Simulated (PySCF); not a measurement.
SMILES [Mg]([SH])[O][SiH3] at its B3LYP/def2-SVP optimised geometry (Å):

```
8

Mg    -0.8044     0.0111     0.0000
S     -3.1084    -0.0187     0.0014
H     -3.1974     1.3312    -0.0898
O      0.9931     0.0111     0.0000
Si     2.6360     0.0317     0.0048
H      3.1701     0.4947     1.3251
H      3.1706     0.9535    -1.0476
H      3.1974    -1.3312    -0.2587
```

Calculation: PySCF with B3LYP/def2-TZVP.

Map of the deformation density (molecule minus spherical neutral atoms) (e/bohr³) on the plane z = 1.2 Å:

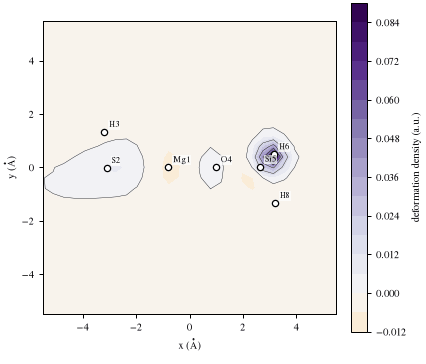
Fig. 1. Deformation density (molecule minus spherical neutral atoms) (e/bohr³) on the plane z = 1.2 Å.
